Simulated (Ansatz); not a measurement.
```
Sn O
1.0
     6.05374    0.00000    0.00000
    -3.02687    5.24269    0.00000
     0.00000    0.00000    5.78484
Sn O
6 2
Direct
  0.33392 0.00000 0.00000
  0.33392 0.33392 0.50000
  0.00000 0.33392 0.00000
  0.66608 0.00000 0.50000
  0.66608 0.66608 0.00000
  0.00000 0.66608 0.50000
  0.33333 0.66667 0.25000
  0.66667 0.33333 0.75000
```

Space group P6₃22.

The calculation used Ansatz 0.2.0, DFT PBE, scalar-relativistic, plane waves, PAW.

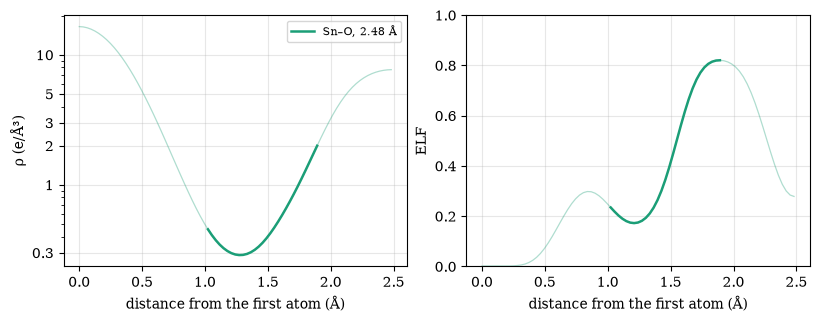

Sn₃O. Valence pseudo-density and ELF along straight lines between neighbouring atoms. Thin, pale parts lie inside the atomic spheres.

Core electrons are frozen (PAW), and the valence fields are smoothed inside the atomic spheres.

Q: What can be read from the curves?

A: Sn–O (2.48 Å): the density is about 0.29 e/Å³ at the midpoint; the ELF is about 0.15 at the midpoint; no shared electron pair shows on this line.
